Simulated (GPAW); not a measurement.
**A GW chain in GPAW: Cs2InAgCl6 (Fm-3m)**

Wanted: ground state, empty states, screening and self-energy for Cs2InAgCl6 (Fm-3m).

Method: LDA and many-body steps on it, plane waves, in GPAW 26.7.0.

**What was measured.**

- Gap 3.3 eV: optical gap from absorption onset near 380 nm, assigned as direct at Gamma; diffuse reflectance with Kubelka-Munk analysis; powder (“Cs2InAgCl6: A new lead-free halide double perovskite with direct band gap”, 2016, arxiv:1611.05426).

### 1. Set-up

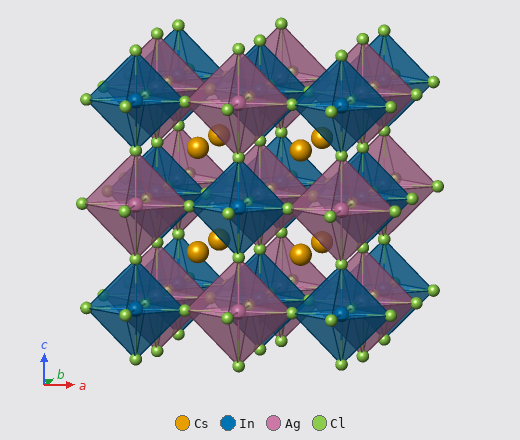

Start, viewed slightly off an axis; caesium orange, indium blue, silver pink, chlorine green. This picture shows the conventional cell, with its axes. Some periodic images of atoms are drawn too.

Structure file:

```cif
data_structure
_symmetry_space_group_name_H-M 'Fm-3m'
_symmetry_Int_Tables_number 225
_cell_length_a 10.4690
_cell_length_b 10.4690
_cell_length_c 10.4690
_cell_angle_alpha 90.000
_cell_angle_beta 90.000
_cell_angle_gamma 90.000
_cell_volume 1147.40
loop_
_atom_site_label
_atom_site_type_symbol
_atom_site_symmetry_multiplicity
_atom_site_Wyckoff_symbol
_atom_site_fract_x
_atom_site_fract_y
_atom_site_fract_z
_atom_site_occupancy
Cs1 Cs 8 c 0.25000 0.75000 0.75000 1
In1 In 4 a 0.00000 0.00000 0.00000 1
Ag1 Ag 4 b 0.50000 0.00000 0.00000 1
Cl1 Cl 24 e 0.23979 0.00000 0.00000 1
```

The cell and positions come from the Crystallography Open Database and are kept as given unless a step says otherwise. Spin-orbit coupling is left out unless a step names it.

### 2. Ground state

This step: GPAW 26.7.0; DFT, LDA, plane waves, PAW.

The ground-state density comes first.

Input file run.py:

```python
import json
import numpy as np
from gpaw.mpi import world
from ase import Atoms
from gpaw import GPAW, PW, FermiDirac

atoms = Atoms(['Cs', 'Cs', 'In', 'Ag', 'Cl', 'Cl', 'Cl', 'Cl', 'Cl', 'Cl'],
    cell=[[0.0000000000, 5.2345000000, 5.2345000000],
      [5.2345000000, 0.0000000000, 5.2345000000],
      [5.2345000000, 5.2345000000, 0.0000000000]],
    scaled_positions=[[0.2500000000, 0.2500000000, 0.2500000000],
      [0.7500000000, 0.7500000000, 0.7500000000],
      [0.0000000000, 0.0000000000, 0.0000000000],
      [0.5000000000, 0.5000000000, 0.5000000000],
      [0.7602100000, 0.2397900000, 0.2397900000],
      [0.2397900000, 0.7602100000, 0.2397900000],
      [0.2397900000, 0.7602100000, 0.7602100000],
      [0.7602100000, 0.2397900000, 0.7602100000],
      [0.2397900000, 0.2397900000, 0.7602100000],
      [0.7602100000, 0.7602100000, 0.2397900000]],
    pbc=(True, True, True))
calc = GPAW(mode=PW(450),
    xc='LDA',
    kpts={'size': (4, 4, 4), 'gamma': True},
    occupations=FermiDirac(0.001),
    nbands=-11,
    convergence={'density': 1e-6, 'bands': -3},
    maxiter=100,
    txt='gs.txt')
atoms.calc = calc
res = {'energy': atoms.get_potential_energy()}
kpts = calc.get_ibz_k_points()
res['kpts'] = kpts
res['eigenvalues'] = [calc.get_eigenvalues(kpt=k) for k in range(len(kpts))]
res['n_electrons'] = calc.get_number_of_electrons()
calc.write('gs.gpw')

if world.rank == 0:
    with open('result.json', 'w') as f:
        json.dump(res, f, default=lambda x: x.tolist())
```

Started as:

```console
$ mpirun -n 4 gpaw python run.py
```

Numbers of over 12 decimals in the logs are rounded to 6 here.

Log:

```text
__  _  _
 | _ |_)|_||  |
 |__||  | ||/\| - 26.7.0

Input parameters:
  mode=PW(ecut=450.000000),
  convergence={'density': 1e-06, 'bands': -3},
  kpts=MonkhorstPack(size=(4, 4, 4), gamma=True),
  maxiter=100,
  nbands=-11,
  occupations=Occupations(name='fermi-dirac', width=0.001, fixmagmom=False),
  xc=XC(name='LDA')
  [... matrices ...]
Diagonalizing LCAO Hamiltonian
Converting LCAO to pw mode

                               Cs
                       Cl

                        Cl

                Cl     Ag    Cl
                     Cl

                       Cl

               Cs

       In

Atoms  # Å, Bohr magnetons
|   | symbol |        x |        y |        z |    initial magnetic moments |
| 0 |     Cs | 2.617250 | 2.617250 | 2.617250 | ( 0.0000,  0.0000,  0.0000) |
| 1 |     Cs | 7.851750 | 7.851750 | 7.851750 | ( 0.0000,  0.0000,  0.0000) |
| 2 |     In | 0.000000 | 0.000000 | 0.000000 | ( 0.0000,  0.0000,  0.0000) |
| 3 |     Ag | 5.234500 | 5.234500 | 5.234500 | ( 0.0000,  0.0000,  0.0000) |
| 4 |     Cl | 2.510362 | 5.234500 | 5.234500 | ( 0.0000,  0.0000,  0.0000) |
| 5 |     Cl | 5.234500 | 2.510362 | 5.234500 | ( 0.0000,  0.0000,  0.0000) |
| 6 |     Cl | 7.958638 | 5.234500 | 5.234500 | ( 0.0000,  0.0000,  0.0000) |
| 7 |     Cl | 5.234500 | 7.958638 | 5.234500 | ( 0.0000,  0.0000,  0.0000) |
| 8 |     Cl | 5.234500 | 5.234500 | 2.510362 | ( 0.0000,  0.0000,  0.0000) |
| 9 |     Cl | 5.234500 | 5.234500 | 7.958638 | ( 0.0000,  0.0000,  0.0000) |

Unit cell  # Å
| periodic |        x |        y |        z |  lengths |    angles |
|      yes | 0.000000 | 5.234500 | 5.234500 | 7.402701 | 60.000000 |
|      yes | 5.234500 | 0.000000 | 5.234500 | 7.402701 | 60.000000 |
|      yes | 5.234500 | 5.234500 | 0.000000 | 7.402701 | 60.000000 |

Number of symmetries: 48
Symmetry operations  # r_c * U_cc + t_c -> r_c
|    | kind |            matrix            |
|  0 |  σ   |  1, 0, 0,  1, 0,-1,  1,-1, 0 |
|  1 |  C2  |  1, 0, 0,  1,-1, 0,  1, 0,-1 |
|  2 |  E   |  1, 0, 0,  0, 1, 0,  0, 0, 1 |
|  3 |  σ   |  1, 0, 0,  0, 0, 1,  0, 1, 0 |
|  4 |  C4  |  1, 0,-1,  1, 0, 0,  1,-1, 0 |
|  5 |  S6  |  1, 0,-1,  1,-1, 0,  1, 0, 0 |
|  6 |  σ   |  1, 0,-1,  0, 1,-1,  0, 0,-1 |
|  7 |  C3  |  1, 0,-1,  0, 0,-1,  0, 1,-1 |
|  8 |  S6  |  1,-1, 0,  1, 0, 0,  1, 0,-1 |
|  9 |  C4  |  1,-1, 0,  1, 0,-1,  1, 0, 0 |
| 10 |  C3  |  1,-1, 0,  0,-1, 1,  0,-1, 0 |
| 11 |  σ   |  1,-1, 0,  0,-1, 0,  0,-1, 1 |
| 12 |  σ   |  0, 1, 0,  1, 0, 0,  0, 0, 1 |
| 13 |  C4  |  0, 1, 0,  0, 1,-1, -1, 1, 0 |
| 14 |  C3  |  0, 1, 0,  0, 0, 1,  1, 0, 0 |
| 15 |  S6  |  0, 1, 0, -1, 1, 0,  0, 1,-1 |
| 16 |  C2  |  0, 1,-1,  1, 0,-1,  0, 0,-1 |
| 17 |  σ   |  0, 1,-1,  0, 1, 0, -1, 1, 0 |
| 18 |  S4  |  0, 1,-1,  0, 0,-1,  1, 0,-1 |
| 19 |  C4  |  0, 1,-1, -1, 1, 0,  0, 1, 0 |
| 20 |  C3  |  0, 0, 1,  1, 0, 0,  0, 1, 0 |
| 21 |  σ   |  0, 0, 1,  0, 1, 0,  1, 0, 0 |
| 22 |  S6  |  0, 0, 1,  0,-1, 1, -1, 0, 1 |
| 23 |  C4  |  0, 0, 1, -1, 0, 1,  0,-1, 1 |
| 24 |  S4  |  0, 0,-1,  1, 0,-1,  0, 1,-1 |
| 25 |  C3  |  0, 0,-1,  0, 1,-1,  1, 0,-1 |
| 26 |  C2  |  0, 0,-1,  0,-1, 0, -1, 0, 0 |
| 27 |  S6  |  0, 0,-1, -1, 0, 0,  0,-1, 0 |
| 28 |  S4  |  0,-1, 1,  1,-1, 0,  0,-1, 0 |
| 29 |  C4  |  0,-1, 1,  0, 0, 1, -1, 0, 1 |
| 30 |  C2  |  0,-1, 1,  0,-1, 0,  1,-1, 0 |
| 31 |  σ   |  0,-1, 1, -1, 0, 1,  0, 0, 1 |
| 32 |  C3  |  0,-1, 0,  1,-1, 0,  0,-1, 1 |
| 33 |  S6  |  0,-1, 0,  0, 0,-1, -1, 0, 0 |
| 34 |  S4  |  0,-1, 0,  0,-1, 1,  1,-1, 0 |
| 35 |  C2  |  0,-1, 0, -1, 0, 0,  0, 0,-1 |
| 36 |  C2  | -1, 1, 0,  0, 1, 0,  0, 1,-1 |
| 37 |  S6  | -1, 1, 0,  0, 1,-1,  0, 1, 0 |
| 38 |  S4  | -1, 1, 0, -1, 0, 1, -1, 0, 0 |
| 39 |  C3  | -1, 1, 0, -1, 0, 0, -1, 0, 1 |
| 40 |  S6  | -1, 0, 1,  0, 0, 1,  0,-1, 1 |
| 41 |  C2  | -1, 0, 1,  0,-1, 1,  0, 0, 1 |
| 42 |  C3  | -1, 0, 1, -1, 1, 0, -1, 0, 0 |
| 43 |  S4  | -1, 0, 1, -1, 0, 0, -1, 1, 0 |
| 44 |  C2  | -1, 0, 0,  0, 0,-1,  0,-1, 0 |
| 45 |  i   | -1, 0, 0,  0,-1, 0,  0, 0,-1 |
| 46 |  σ   | -1, 0, 0, -1, 1, 0, -1, 0, 1 |
| 47 |  C2  | -1, 0, 0, -1, 0, 1, -1, 1, 0 |

BZ-sampling:
  Number of BZ points: 64
  Number of IBZ points: 8

  Monkhorst-Pack size: [4, 4, 4]
  Monkhorst-Pack shift: [0.125, 0.125, 0.125]

K-points  # in reciprocal-cell coordinates
|   |                                coordinates |     weight |
| 0 | (  0.00000000,   0.00000000,   0.00000000) | 0.01562500 |
| 1 | (  0.25000000,   0.25000000,   0.00000000) | 0.09375000 |
| 2 | (  0.25000000,   0.25000000,   0.25000000) | 0.12500000 |
| 3 | (  0.50000000,   0.25000000,  -0.25000000) | 0.09375000 |
| 4 | (  0.50000000,   0.25000000,   0.25000000) | 0.18750000 |
| 5 | (  0.50000000,   0.50000000,   0.00000000) | 0.04687500 |
| 6 | (  0.50000000,   0.50000000,   0.25000000) | 0.37500000 |
| 7 | (  0.50000000,   0.50000000,   0.50000000) | 0.06250000 |

Plane wave coefficients: 6231
Cutoff: 450.000000 eV

Spin-components: 1 (collinear spins)
Bands:           56
Projectors:      52
Spin-degeneracy: 2
Datatype:        complex128

  Storage: CPU
  Wave functions: 44_319_744 bytes (11_079_936 per core)
  Projectors: 32_448_384 bytes (8_112_096 per core)
  [... matrices ...]
Parallelization:
  kpt:    4
  domain: 1
  band:   1

Density:
  Valence electrons: 90.0
  Components: 1
  Grid points: [40 40 40]
  Charge: 0.0  # |e|

Potential:
  Grid points: [40 40 40]

species:
  Cs:
    name:    Caesium
    Z:       55.0
    valence: 9
    core:    46
    charge:  0.0  # [|e|]
    compensation charges:
      type: gauss
      rc: 0.33  # [Å]
      lmax: 2
    cutoffs:
      filter: 2.06  # [Å]
      core: 2.51  # [Å]
    projectors
    | kind |    occ | energy [eV] | rcut [Å] |
    |   5s |  2.000 |     -26.872 |    1.164 |
    |   6s |  1.000 |      -2.224 |    1.164 |
    |   5p |  6.000 |     -13.611 |    1.058 |
    |    p |        |      13.601 |    1.058 |
    |    d |        |       0.000 |    1.058 |

    Using partial waves for Cs as LCAO basis

  In:
    name:    Indium
    Z:       49.0
    valence: 13
    core:    36
    charge:  0.0  # [|e|]
    compensation charges:
      type: gauss
      rc: 0.36  # [Å]
      lmax: 2
    cutoffs:
      filter: 2.09  # [Å]
      core: 2.48  # [Å]
    projectors
    | kind |    occ | energy [eV] | rcut [Å] |
    |   5s |  2.000 |      -8.474 |    1.185 |
    |   5p |  1.000 |      -2.700 |    1.244 |
    |   4d | 10.000 |     -18.723 |    1.148 |
    |    s |        |      18.738 |    1.185 |
    |    p |        |      24.512 |    1.244 |
    |    d |        |       8.489 |    1.148 |

    Using partial waves for In as LCAO basis

  Ag:
    name:    Silver
    Z:       47.0
    valence: 17
    core:    30
    charge:  0.0  # [|e|]
    compensation charges:
      type: gauss
      rc: 0.40  # [Å]
      lmax: 2
    cutoffs:
      filter: 2.35  # [Å]
      core: 2.19  # [Å]
    projectors
    | kind |    occ | energy [eV] | rcut [Å] |
    |   5s |  1.000 |      -4.708 |    1.286 |
    |   4p |  6.000 |     -58.678 |    1.328 |
    |   5p |  0.000 |      -0.844 |    1.328 |
    |   4d | 10.000 |      -7.664 |    1.180 |
    |    s |        |      22.503 |    1.286 |
    |    d |        |      19.547 |    1.180 |

    Using partial waves for Ag as LCAO basis

  Cl:
    name:    Chlorine
    Z:       17.0
    valence: 7
    core:    10
    charge:  0.0  # [|e|]
    compensation charges:
      type: gauss
      rc: 0.25  # [Å]
      lmax: 2
    cutoffs:
      filter: 1.40  # [Å]
      core: 1.49  # [Å]
    projectors
    | kind |    occ | energy [eV] | rcut [Å] |
    |   3s |  2.000 |     -20.688 |    0.794 |
    |   3p |  5.000 |      -8.701 |    0.794 |
    |    s |        |       6.523 |    0.794 |
    |    p |        |      18.511 |    0.794 |
    |    d |        |       0.000 |    0.794 |

    Using partial waves for Cl as LCAO basis

Reference energy: -802682.131006  # eV

eigensolver:
  PPCG
  Converge bands: -3
  niter=2

density mixing:
  MSR1-Mixer
  Pratt-step length: 0.05
  Maximum mixing coefficient: 0.75
  Old densities: 10
  SVD Regularization: 0.005
  Good broyden scale: 1.0
  Trust region scale: 1.0
  Backstep threshold: 4.0
  History deletion threshold: 6.0
  Fourier metric: weight=20.0, sigma=0.015

occupation numbers:
  Fermi-Dirac:
    width: 0.0010  # eV

poisson solver:
  ecut: 3600.000000  # eV

xc functional:
  name: None

Initialization done in: 3.145 s

convergence criteria:
- Maximum integral of absolute [dens]ity change: 1e-06 electrons / valence electron
- Maximum [total energy] change in last 3 cyles: 0.0005 eV / valence electron
- Maximum integral of absolute [eigenst]ate change: 4e-08 eV^2 / valence electron
maximum number of iterations: 100

SCF iterations
|iter     |     time |      energy | eigst |  dens |
|iter:   1|  |  -37.876495 | +0.35 |       |
|iter:   2|  |  -37.691581 | -0.32 | -1.35 |
|iter:   3|  |  -36.813995 | -0.61 | -1.39 |
|iter:   4|  |  -36.685190 | -0.98 | -1.76 |
|iter:   5|  |  -36.661457 | -1.40 | -2.13 |
|iter:   6|  |  -36.660873c| -1.61 | -2.48 |
|iter:   7|  |  -36.660892c| -1.69 | -3.17 |
|iter:   8|  |  -36.660890c| -2.01 | -3.80 |
|iter:   9|  |  -36.660891c| -2.29 | -4.23 |
|iter:  10|  |  -36.660891c| -2.23 | -4.82 |
|iter:  11|  |  -36.660891c| -2.81 | -5.44 |
|iter:  12|  |  -36.660891c| -3.07 | -6.18c|
|iter:  13|  |  -36.660891c| -3.28 | -6.81c|
|iter:  14|  |  -36.660891c| -2.86 | -7.31c|
|iter:  15|  |  -36.660891c| -3.20 | -8.03c|
|iter:  16|  |  -36.660891c| -3.55 | -8.52c|
|iter:  17|  |  -36.660891c| -3.98 | -8.93c|
|iter:  18|  |  -36.660891c| -4.30 | -9.71c|
|iter:  19|  |  -36.660891c| -4.73 |-10.14c|
|iter:  20|  |  -36.660891c| -5.03 |-10.48c|
|iter:  21|  |  -36.660891c| -5.35 |-10.67c|
|iter:  22|  |  -36.660891c| -5.57 |-11.22c|
|iter:  23|  |  -36.660891c| -5.75 |-11.42c|
|iter:  24|  |  -36.660891c| -3.38 |-11.59c|
|iter:  25|  |  -36.660891c| -3.70 |-11.83c|
|iter:  26|  |  -36.660891c| -4.03 |-11.97c|
|iter:  27|  |  -36.660891c| -4.38 |-12.17c|
|iter:  28|  |  -36.660891c| -4.73 |-12.24c|
[...]
|iter:  43|  |  -36.660891c| -6.45 |-13.89c|
|iter:  44|  |  -36.660891c| -6.64 |-13.62c|
|iter:  45|  |  -36.660891c| -6.84 |-13.80c|
|iter:  46|  |  -36.660891c| -6.97 |-14.01c|
|iter:  47|  |  -36.660891c| -7.22 |-14.08c|
|iter:  48|  |  -36.660891c| -7.49c|-14.23c|

Converged in 48 steps
SCF loop duration: 42.788 s (0.891 s/step)
Energy contributions relative to reference atoms: (reference = -802682.131006)
  [... matrices ...]
Energy contributions:
  Kinetic:          41.510772
  Coulomb:         -39.948580
  Zero:             -0.000590
  External:          0.000000
  Xc:              -38.222493
  Entropy:          -0.000000
  Spinorbit:         0.000000
  ----------------------------
  Free energy:     -36.660891
  Extrapolated:    -36.660891

dipole moment: (-34.933549, -34.933549, -34.933549)  # |e|*Ang

Fermi level: 3.316
Eigenvalues  # (at kpt = [0.000, 0.000, 0.000])
| band index |      eig [eV] | occ [0-2] |
|          0 |       -50.497 |     2.000 |
|        ... |               |           |
|         37 |         1.200 |     2.000 |
|         38 |         1.200 |     2.000 |
|         39 |         1.200 |     2.000 |
|         40 |         1.552 |     2.000 |
|         41 |         1.552 |     2.000 |
|         42 |         1.552 |     2.000 |
|         43 |         2.448 |     2.000 |
|         44 |         2.448 |     2.000 |
|         45 |         3.338 |     0.000 |
[...]
|         49 |         7.448 |     0.000 |
|         50 |         7.746 |     0.000 |
|         51 |         7.746 |     0.000 |
|         52 |         9.032 |     0.000 |
|        ... |               |           |
|         55 |         9.034 |     0.000 |

Gap: 0.890 eV
Transition (v -> c):
  (s=0, k=0, n=44, [0.00, 0.00, 0.00]) -> (s=0, k=0, n=45, [0.00, 0.00, 0.00])
No difference between direct/indirect transitions
# Writing to gs.gpw (mode='')
  [... matrices ...]
```

The job ended after 48 s (4 MPI ranks of Intel Xeon Platinum 8559C (Emerald Rapids), shared host; peak memory 1.1 GiB).

This step gave:

```
total energy               : -36.66 eV
gap                        : 0.8904 eV
k of the valence top       : 0, 0, 0
k of the conduction bottom : 0, 0, 0
least direct gap           : 0.8904 eV
```

The gap is direct, at Γ.

### 3. Bands along the symmetry lines

The cheap functional maps the bands first; the places of the edges decide which points the dearer methods must see.

Input file run.py:

```python
import json
import numpy as np
from gpaw.mpi import world
from gpaw import GPAW

path = [[0.000000, 0.000000, 0.000000],
    [0.062500, 0.000000, 0.062500],
    [0.125000, 0.000000, 0.125000],
    [0.187500, 0.000000, 0.187500],
    [0.250000, 0.000000, 0.250000],
    [0.312500, 0.000000, 0.312500],
    [0.375000, 0.000000, 0.375000],
    [0.437500, 0.000000, 0.437500],
    [0.500000, 0.000000, 0.500000],
    [0.515625, 0.031250, 0.515625],
    [0.531250, 0.062500, 0.531250],
    [0.546875, 0.093750, 0.546875],
    [0.562500, 0.125000, 0.562500],
    [0.578125, 0.156250, 0.578125],
    [0.593750, 0.187500, 0.593750],
    [0.609375, 0.218750, 0.609375],
    [0.625000, 0.250000, 0.625000],
    [0.375000, 0.375000, 0.750000],
    [0.328125, 0.328125, 0.656250],
    [0.281250, 0.281250, 0.562500],
    [0.234375, 0.234375, 0.468750],
    [0.187500, 0.187500, 0.375000],
    [0.140625, 0.140625, 0.281250],
    [0.093750, 0.093750, 0.187500],
    [0.046875, 0.046875, 0.093750],
    [0.000000, 0.000000, 0.000000],
    [0.062500, 0.062500, 0.062500],
    [0.125000, 0.125000, 0.125000],
    [0.187500, 0.187500, 0.187500],
    [0.250000, 0.250000, 0.250000],
    [0.312500, 0.312500, 0.312500],
    [0.375000, 0.375000, 0.375000],
    [0.437500, 0.437500, 0.437500],
    [0.500000, 0.500000, 0.500000],
    [0.500000, 0.468750, 0.531250],
    [0.500000, 0.437500, 0.562500],
    [0.500000, 0.406250, 0.593750],
    [0.500000, 0.375000, 0.625000],
    [0.500000, 0.343750, 0.656250],
    [0.500000, 0.312500, 0.687500],
    [0.500000, 0.281250, 0.718750],
    [0.500000, 0.250000, 0.750000],
    [0.500000, 0.218750, 0.718750],
    [0.500000, 0.187500, 0.687500],
    [0.500000, 0.156250, 0.656250],
    [0.500000, 0.125000, 0.625000],
    [0.500000, 0.093750, 0.593750],
    [0.500000, 0.062500, 0.562500],
    [0.500000, 0.031250, 0.531250],
    [0.500000, 0.000000, 0.500000]]
calc = GPAW('gs.gpw').fixed_density(kpts=path,
    symmetry='off',
    nbands=55,
    convergence={'bands': 51},
    txt='bands.txt')
res = {}
kpts = calc.get_ibz_k_points()
res['kpts'] = kpts
res['eigenvalues'] = [calc.get_eigenvalues(kpt=k) for k in range(len(kpts))]
res['n_electrons'] = calc.get_number_of_electrons()

if world.rank == 0:
    with open('result.json', 'w') as f:
        json.dump(res, f, default=lambda x: x.tolist())
```

Started as:

```console
$ mpirun -n 4 gpaw python run.py
```

Log:

```text
Diagonalizing LCAO Hamiltonian
Converting LCAO to pw mode
convergence criteria:
- Maximum integral of absolute [eigenst]ate change: 4e-08 eV^2 / valence electron
maximum number of iterations: 100

SCF iterations
|iter     |     time |      energy | eigst |  dens |
|iter:   1|  |             | +0.21 |       |
|iter:   2|  |             | -0.76 |       |
|iter:   3|  |             | -0.98 |       |
[...]
|iter:  46|  |             | -7.26 |       |
|iter:  47|  |             | -7.36 |       |
|iter:  48|  |             | -7.48c|       |
SCF steps: 48
  __  _  _
 | _ |_)|_||  |
 |__||  | ||/\| - 26.7.0

Input parameters:
  mode=PW(ecut=450.000000),
  convergence={'bands': 51},
  gpts=array([40, 40, 40]),
  kpts=KPoints(kpts=array([[0.      , 0.      , 0.      ],
         [0.0625  , 0.      , 0.0625  ],
         [0.125   , 0.      , 0.125   ],
         [0.1875  , 0.      , 0.1875  ],
[...]
[0.515625, 0.03125 , 0.515625],
[...]
[0.546875, 0.09375 , 0.546875],
[...]
[0.578125, 0.15625 , 0.578125],
[...]
[0.609375, 0.21875 , 0.609375],
[...]
[0.328125, 0.328125, 0.65625 ],
[...]
[0.234375, 0.234375, 0.46875 ],
[...]
[0.140625, 0.140625, 0.28125 ],
[...]
[0.046875, 0.046875, 0.09375 ],
[...]
[0.5     , 0.0625  , 0.5625  ],
         [0.5     , 0.03125 , 0.53125 ],
         [0.5     , 0.      , 0.5     ]])),
  maxiter=100,
  nbands=55,
  occupations=Occupations(name='fermi-dirac', width=0.001, fixmagmom=False),
  parallel={},
  symmetry=Symmetry(point_group=False, time_reversal=False),
  xc=XC(name='LDA')
```

Run time: 3.3 min. Hardware: 4 MPI ranks; peak memory 1.6 GiB; 13 min of CPU time.

Numbers from this step:

| Property | Result |
| --- | --- |
| gap | 0.8904 eV |
| k of the valence top | 0, 0, 0 |
| k of the conduction bottom | 0, 0, 0 |
| least direct gap | 0.8904 eV |

The gap is 0.890 eV, as in the run before at this level.

Electronic bands along the path, in eV, zero at the top of the highest filled band:

| point | band 42 | band 43 | band 44 | band 45 | band 46 | band 47 | band 48 | band 49 |
| --- | --- | --- | --- | --- | --- | --- | --- | --- |
| Γ | -0.90 | -0.90 | 0.00 | 0.00 | 0.89 | 4.86 | 5.00 | 5.00 |
| X | -0.96 | -0.96 | -0.91 | 0.00 | 3.47 | 5.43 | 6.23 | 6.25 |
| U | -1.04 | -1.00 | -0.98 | -0.28 | 3.51 | 4.45 | 6.41 | 6.73 |
| jump to K | -1.04 | -1.00 | -0.98 | -0.28 | 3.51 | 4.45 | 6.41 | 6.73 |
| Γ | -0.90 | -0.90 | 0.00 | 0.00 | 0.89 | 4.86 | 5.00 | 5.00 |
| L | -1.11 | -1.11 | -0.57 | -0.57 | 2.79 | 3.61 | 6.10 | 6.33 |
| W | -1.04 | -0.97 | -0.87 | -0.46 | 3.60 | 4.49 | 6.56 | 6.56 |
| X | -0.96 | -0.96 | -0.91 | 0.00 | 3.47 | 5.43 | 6.23 | 6.25 |

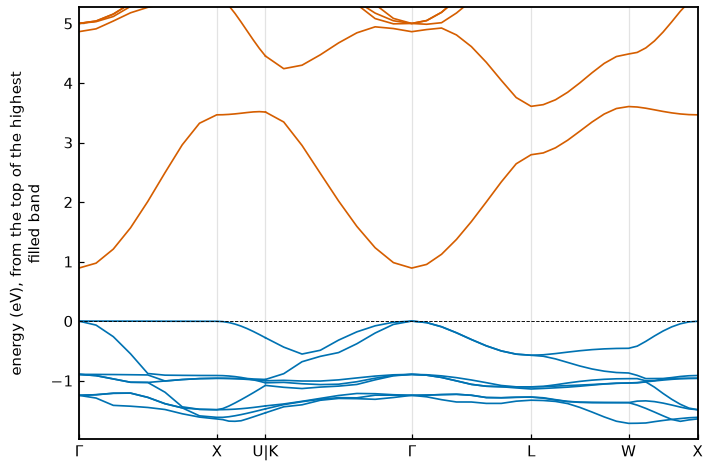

Electronic bands along the path; lines of filled and empty bands in two colours.

[end of part 1 of 2]

[Paths, hosts, dates, memory and timing lines, banners, echoed tables and standing remarks are left out of the program output.]

[Logs are printed without paths, hosts, clocks, repeated set-up lines and the standing remarks that a program may print on its own settings, such as how far it seeks lower states.]

[Runs of the session that timed out or met a known fault of the program may be left out.]

[Hosts, paths, dates, database ids (printed as entryN), source tags and the programs' standing remarks are cut or masked in the printed files.]
